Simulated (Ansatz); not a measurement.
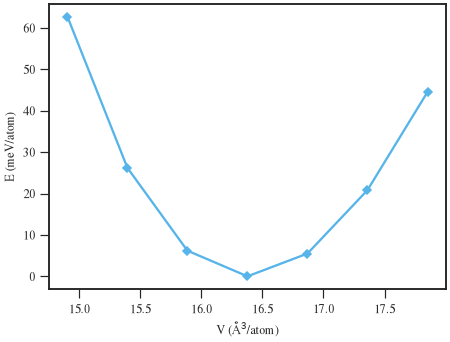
Figure: TaF₃ (ReO3 type, space group No. 221) under volume change, the program Ansatz at the LDA level (PAW), scaled uniformly.

**Question.** What does a third-order Birch–Murnaghan fit give for V₀, B₀ and B′?

**Answer.** V₀ = 16.38 Å³/atom, B₀ = 127 GPa, B′ = 4.6.

Space group Pm-3m (ReO3 type). The workflow started from an entry of the Crystallography Open Database (COD). Whether it is the stable phase at ambient conditions was not checked. The cell was relaxed with LDA under the symmetry of its start. At this level the phase is mechanically unstable. No spin polarisation was allowed. Scalar-relativistic: spin–orbit coupling is off unless named, which matters more the heavier the elements.

Potentials: the later of the program's two PAW sets.
